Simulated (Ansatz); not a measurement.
**Run report: C2H7ClGe, geometry relaxation (part 2 of 2)**

The same run, continued: C2H7ClGe; RKS B3LYP-D4/def2-SVP (Ansatz 0.2.0). The input holds or restrains some coordinates. It belongs to a series of runs on one base structure; here: pulled along the bonds that form and break, towards end B.

Geometry of the input (Å):
```
Ge 0.0000  0.0000  0.0000
H  0.8769  0.0000  1.5144
C  2.0813  0.0000  0.5780
H  2.4290  -1.0463  0.4498
H  2.1298  0.5276  -0.3974
H  2.7332  0.5187  1.3114
Cl -1.0456  1.8115  -0.7393
C  -0.9232  -1.5994  -0.6527
H  -1.4228  -2.1111  0.1962
H  -1.6833  -1.3066  -1.4068
H  -0.1873  -2.2880  -1.1178
```

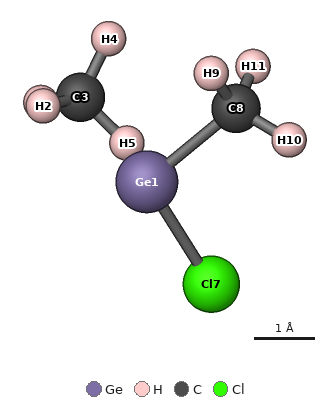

*The geometry at step 9 of the log (ball-and-stick view, seen at a tilt; atoms are numbered from 1 in the order of the input).*

**Trajectory as extended XYZ, continued**
```
11
Properties=species:S:1:pos:R:3:forces:R:3 step=4 energy=-71215.40191
Ge   -0.5069    0.0221   -0.2566    3.4297   0.2385   5.9819
H     1.2959   -0.0040    1.5778    1.5675  -0.1371  -2.8275
C     2.2153   -0.0144    0.7835   -4.1190  -1.0987  -2.5269
H     2.4403   -1.0501    0.4678    0.5867   0.1266   0.8878
H     2.1155    0.5106   -0.3297   -0.4208  -0.7382   3.0814
H     2.8121    0.5517    1.3564    4.0455   1.8079   1.8824
Cl   -1.0996    1.8930   -0.8006   -2.2368   3.7658  -2.7890
C    -0.9729   -1.6652   -0.7095   -1.6273  -2.6400  -2.0629
H    -1.4228   -2.1102    0.1947    0.0381   0.1582  -0.1116
H    -1.7022   -1.3324   -1.4238   -1.3630  -1.2762  -1.2195
H    -0.1866   -2.2948   -1.1241    0.0995  -0.2068  -0.2961
11
Properties=species:S:1:pos:R:3:forces:R:3 step=5 energy=-71217.32106
Ge   -0.6674    0.0854   -0.1665    1.4121  -0.6790   4.6582
H     1.4344   -0.0097    1.5607   -0.0367  -0.1186  -1.5224
C     2.2642   -0.0267    0.7946   -0.8908   1.1233   0.1542
H     2.4720   -1.0498    0.4971    0.8529  -0.4912   0.6097
H     2.1200    0.4814   -0.2147   -0.4942  -0.0153   1.3113
H     2.9435    0.5978    1.3902    1.2421  -0.5599  -0.4668
Cl   -1.1689    1.9990   -0.9046   -0.9361   1.8564  -2.2605
C    -1.0250   -1.7328   -0.7641   -0.3471   0.5420  -1.3890
H    -1.4302   -2.1280    0.1741   -0.1392  -0.0993  -0.0186
H    -1.7695   -1.4003   -1.4862   -0.7079  -1.2819  -0.6840
H    -0.1851   -2.3099   -1.1447    0.0450  -0.2765  -0.3921
11
Properties=species:S:1:pos:R:3:forces:R:3 step=6 energy=-71218.38075
Ge   -0.7738    0.1148   -0.0057    0.4143  -0.2174   2.6430
H     1.4840   -0.0117    1.5648   -0.3260  -0.0781  -0.9544
C     2.2978   -0.0147    0.8050   -0.9237  -0.2017   0.0921
H     2.5210   -1.0570    0.5291    0.6005   0.0951   0.5019
H     2.1008    0.4904   -0.1609   -0.4166   0.2301   0.4481
H     3.0058    0.5756    1.3665    1.3749  -0.0859  -0.1090
Cl   -1.1877    2.0179   -1.0098   -0.2021   0.3150  -1.2987
C    -1.0321   -1.7113   -0.8016   -0.0174   0.9344  -0.1527
H    -1.4321   -2.1291    0.1471   -0.0490  -0.1640  -0.4417
H    -1.8080   -1.4627   -1.5271   -0.3740  -0.8469  -0.4848
H    -0.1877   -2.3058   -1.1715   -0.0810   0.0194  -0.2438
11
Properties=species:S:1:pos:R:3:forces:R:3 step=7 energy=-71219.01434
Ge   -0.8406    0.1234    0.1788   -0.0093   0.1863   0.4674
H     1.5221   -0.0099    1.6142    0.0076  -0.0286  -0.9251
C     2.3111   -0.0043    0.8155   -0.7925  -0.4058   0.6326
H     2.5476   -1.0494    0.5503    0.3478   0.2038   0.2774
H     2.0437    0.5113   -0.1171   -0.2930   0.2369   0.1537
H     3.0917    0.5510    1.3258    0.8881  -0.0289  -0.1875
Cl   -1.1653    1.9358   -1.1459    0.0957  -0.5795  -0.2054
C    -1.0392   -1.6514   -0.8199   -0.3500   0.7302   0.6036
H    -1.4404   -2.1597    0.0909    0.0112  -0.1983  -0.5051
H    -1.8484   -1.4981   -1.5512    0.0910  -0.3451  -0.1802
H    -0.1943   -2.2422   -1.2057    0.0035   0.2289  -0.1313
11
Properties=species:S:1:pos:R:3:forces:R:3 step=8 energy=-71219.27891
Ge   -0.8279    0.1024    0.2802   -0.2570   0.3251  -0.3277
H     1.5568    0.0209    1.6689    0.1731  -0.0241  -0.7616
C     2.3129    0.0099    0.8412   -0.3576  -0.0364   0.6222
H     2.5477   -1.0319    0.5780    0.1764   0.0460   0.1253
H     1.9860    0.5320   -0.0749   -0.1237   0.0961   0.2397
H     3.1703    0.5402    1.2765    0.3068  -0.1012  -0.2720
Cl   -1.1101    1.7767   -1.2521    0.1375  -0.5945   0.2453
C    -1.0774   -1.6000   -0.8071   -0.4340   0.0086   0.7370
H    -1.4646   -2.2503    0.0211    0.1749   0.0378  -0.4641
H    -1.8938   -1.4773   -1.5398    0.1919   0.0069  -0.1125
H    -0.2119   -2.1162   -1.2562    0.0118   0.2357  -0.0316
11
Properties=species:S:1:pos:R:3:forces:R:3 step=9 energy=-71219.41096
Ge   -0.8442    0.0876    0.3234   -0.3450   0.1766   0.0391
H     1.5624   -0.0158    1.6694    0.1554  -0.0201  -0.3352
C     2.2895    0.0181    0.8317   -0.1541  -0.0052   0.2603
H     2.5665   -1.0043    0.5383    0.0818   0.0083   0.0579
H     1.8695    0.5415   -0.0439    0.0171   0.0434   0.1152
H     3.1641    0.5761    1.1960    0.1023  -0.0475  -0.1407
Cl   -0.9366    1.7120   -1.2400    0.0664  -0.3628   0.0446
C    -1.1185   -1.5947   -0.7628   -0.2193   0.0086   0.2043
H    -1.5339   -2.3222   -0.0336    0.1150   0.0548  -0.1517
H    -1.8485   -1.4724   -1.5812    0.1475   0.0698  -0.0345
H    -0.1823   -2.0196   -1.1615    0.0329   0.0742  -0.0593
11
Properties=species:S:1:pos:R:3:forces:R:3 step=10 energy=-71219.48228
Ge   -0.8997    0.0634    0.4371   -0.3416   0.0627  -0.2230
H     1.5713    0.0166    1.6747    0.0325  -0.0331   0.0212
C     2.2543    0.0163    0.8134    0.4135   0.2354   0.1179
H     2.5072   -1.0127    0.5291    0.0302  -0.0678   0.0131
H     1.7941    0.5328   -0.0387   -0.0170   0.0571  -0.0789
H     3.1749    0.5703    1.0970   -0.2819  -0.2179  -0.1058
Cl   -0.8375    1.5460   -1.2445    0.0564  -0.0056   0.0764
C    -1.1234   -1.5661   -0.7277    0.0951  -0.1206  -0.0049
H    -1.5591   -2.3665   -0.1002    0.0915  -0.0247  -0.1422
H    -1.7673   -1.3901   -1.6131    0.1622   0.0531   0.2287
H    -0.1268   -1.9036   -1.0912   -0.2409   0.0613   0.0976
11
Properties=species:S:1:pos:R:3:forces:R:3 step=11 energy=-71219.50405
Ge   -0.9344    0.0801    0.4591   -0.3182   0.0128  -0.1148
H     1.5411    0.0475    1.6612    0.0708  -0.0204  -0.0053
C     2.2165    0.0070    0.7924    0.2796   0.0795   0.0330
H     2.4257   -1.0389    0.5242   -0.0167   0.0170   0.0116
H     1.7696    0.5330   -0.0626    0.0029   0.0017  -0.0407
H     3.1610    0.5193    1.0536   -0.1658  -0.1114  -0.0210
Cl   -0.7854    1.5499   -1.2286    0.0279  -0.0395   0.0512
C    -1.0961   -1.5627   -0.6981    0.1826  -0.0755  -0.0657
H    -1.4994   -2.4118   -0.1152    0.0638   0.0842  -0.0678
H    -1.7285   -1.3780   -1.5869    0.0862   0.0113   0.1502
H    -0.0823   -1.8390   -1.0633   -0.2131   0.0403   0.0694
11
Properties=species:S:1:pos:R:3:forces:R:3 step=12 energy=-71219.52062
Ge   -0.9995    0.1200    0.4888   -0.2101  -0.0725  -0.1533
H     1.4902    0.0978    1.6433    0.1762  -0.0305  -0.1906
C     2.1492   -0.0198    0.7591    0.0947  -0.1584   0.0734
H     2.2535   -1.0940    0.5094   -0.0497   0.2824   0.0430
H     1.7442    0.5382   -0.0996    0.0231  -0.0801   0.0475
H     3.1407    0.3965    1.0034   -0.0929  -0.0499   0.0231
Cl   -0.7505    1.5479   -1.2224   -0.0044  -0.0031   0.0506
C    -1.0207   -1.5397   -0.6624    0.2626  -0.1215   0.1027
H    -1.3394   -2.4386   -0.0978    0.0315   0.1916  -0.0792
H    -1.6823   -1.3798   -1.5295   -0.0065  -0.0185   0.0176
H     0.0026   -1.7221   -1.0564   -0.2245   0.0605   0.0653
11
Properties=species:S:1:pos:R:3:forces:R:3 step=13 energy=-71219.53090
Ge   -1.0292    0.1481    0.4800   -0.1752  -0.0648  -0.0893
H     1.4651    0.1068    1.6284    0.1210  -0.0262  -0.1581
C     2.1176   -0.0422    0.7457    0.1136  -0.1102   0.0835
H     2.1673   -1.1177    0.4966   -0.0208   0.2060   0.0271
H     1.7429    0.5340   -0.1138    0.0149  -0.0594   0.0448
H     3.1271    0.3224    0.9976   -0.0877  -0.0386   0.0049
Cl   -0.7668    1.5760   -1.2258   -0.0027  -0.0134   0.0223
C    -0.9755   -1.5242   -0.6477    0.1794  -0.0668   0.0848
H    -1.2368   -2.4272   -0.0628    0.0135   0.1600  -0.0712
H    -1.6672   -1.4123   -1.4995    0.0038  -0.0229   0.0180
H     0.0436   -1.6572   -1.0629   -0.1599   0.0364   0.0332
11
Properties=species:S:1:pos:R:3:forces:R:3 step=14 energy=-71219.53841
Ge   -1.0660    0.2006    0.4589   -0.1316  -0.0559  -0.0458
H     1.4266    0.0600    1.6143    0.0246  -0.0134  -0.0835
C     2.0756   -0.0829    0.7319    0.1376   0.0138   0.0984
H     2.1052   -1.1479    0.4637   -0.0050   0.0081  -0.0066
H     1.7137    0.5126   -0.1184    0.0229  -0.0146   0.0253
H     3.0881    0.2563    1.0009   -0.0435  -0.0049  -0.0205
Cl   -0.7850    1.6011   -1.2604    0.0066   0.0241  -0.0149
C    -0.9124   -1.4887   -0.6261   -0.0805  -0.1016   0.0163
H    -1.0869   -2.3839    0.0030    0.0263   0.1477  -0.1157
H    -1.6600   -1.4609   -1.4455    0.1440  -0.0153   0.1486
H     0.0891   -1.5601   -1.0866   -0.1014   0.0120  -0.0016
```

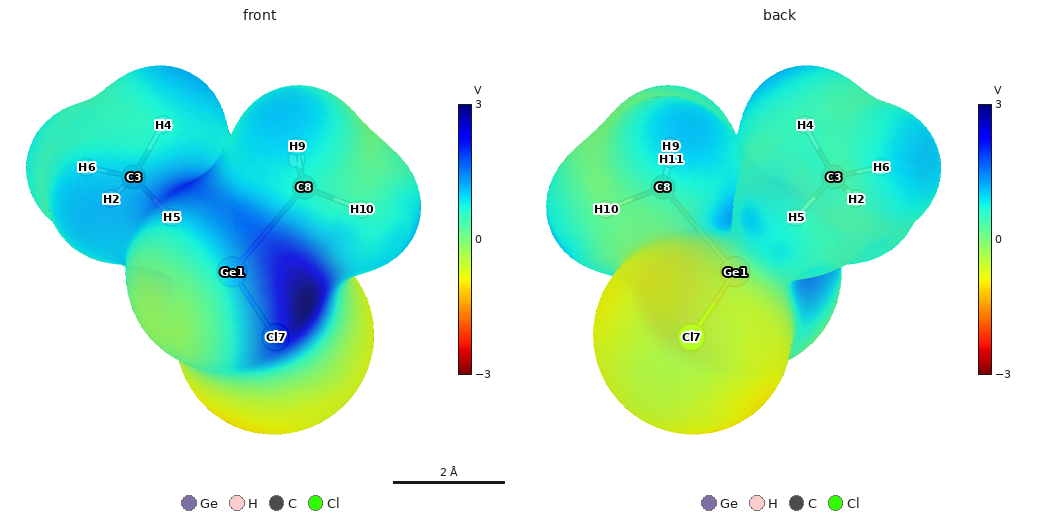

*The molecular electrostatic potential painted on the density surface at 0.004 e/bohr³, seen at a tilt and from behind; the colour scale runs from red (negative) to blue (positive).*

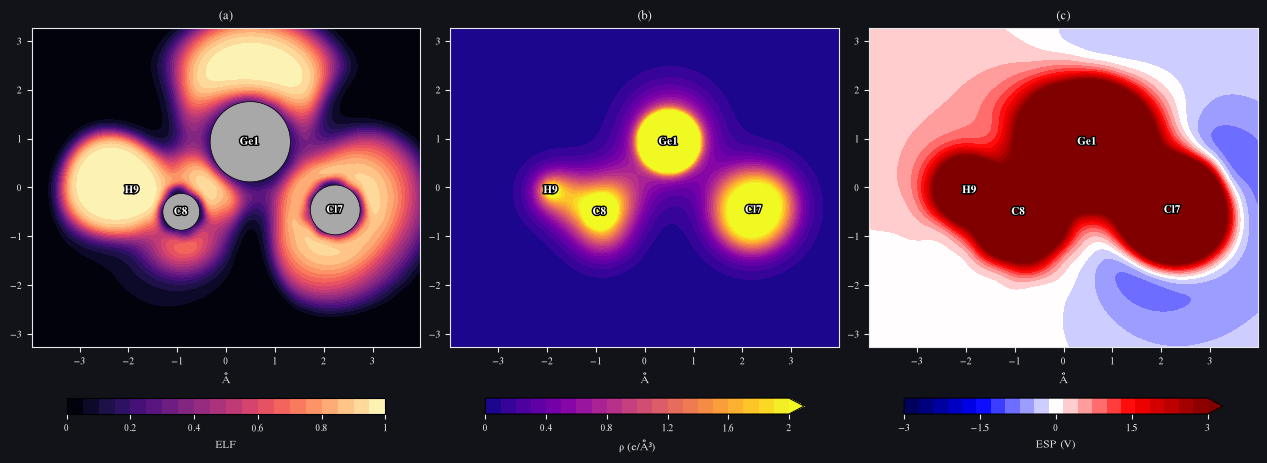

*(a) electron localisation function; (b) electron density; (c) molecular electrostatic potential on the plane of atoms Ge1, C8 and H9. Grey discs, where drawn, cover atomic cores.*

Atoms in the plane: Ge, Cl, C and H. C–Ge (2.01 Å): ρ is about 0.81 e/Å³ halfway; the ELF peaks at about 0.95 in the valence shell of C, 0.7 Å from its nucleus, and is about 0.70 at the midpoint.

**Summary**

```tsv
quantity	value
outcome	converged under the restraints of the input
total energy	−71219.5387 eV
mean-field energy	−71219.1699 eV
largest force (length of the vector) at the end, held atoms and coordinates included	0.208 eV/Å
wall time	22 s (CPU time 81 s)
peak memory	0.28 GiB
```
